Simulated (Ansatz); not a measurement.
```yaml
atoms:
  - { symbol: In, position_ang: [0.1238, 0.0039, 0.1269] }
  - { symbol: Cl, position_ang: [0.0517, 0.5308, 2.4340] }
  - { symbol: Cl, position_ang: [2.0889, 0.3847, -1.0928] }
  - { symbol: Cl, position_ang: [-1.9395, -0.2292, -1.0051] }
  - { symbol: O, position_ang: [0.0948, -2.2455, 0.6807] }
  - { symbol: H, position_ang: [-0.7342, -2.6209, 0.3376] }
  - { symbol: H, position_ang: [0.0267, -2.2772, 1.6509] }
```

Core potentials replace the inner electrons of In.

Theory: RKS B3LYP-D4/def2-SVP (Ansatz).

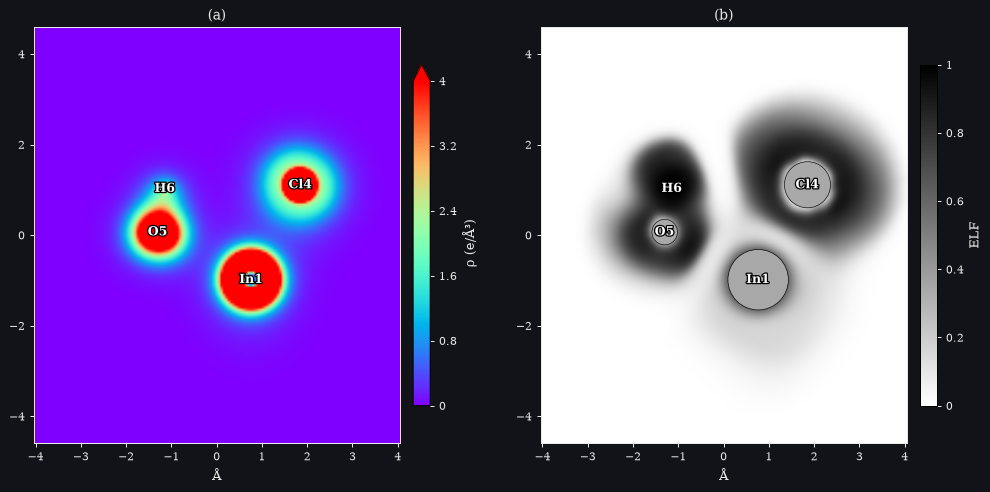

Cl$_{3}$H$_{2}$InO. (a) electron density; (b) electron localisation function on the plane of atoms In1, O5 and H6. Grey discs cover the atomic cores in the ELF map.

What do the fields say about this system?

The section cuts through In, Cl, O and H sites.
In–O (2.32 Å): the density is about 0.34 e/Å³ at the midpoint; the ELF peaks at about 0.90 in the valence shell of O, 0.6 Å from its nucleus, and drops to about 0.10 between the two atoms.
In–Cl (2.36 Å): ρ is about 0.49 e/Å³ halfway; the ELF peaks at about 0.80 in the valence shell of Cl, 0.8 Å from its nucleus, and drops to about 0.15 between the two atoms.
O–H (0.97 Å): ρ is about 3.7 e/Å³ halfway; the ELF climbs to about 1 towards the hydrogen, as it does in any bond to H: a covalent bond by its length.
The ELF also peaks beside Cl4, away from the bonds: lone-pair regions.
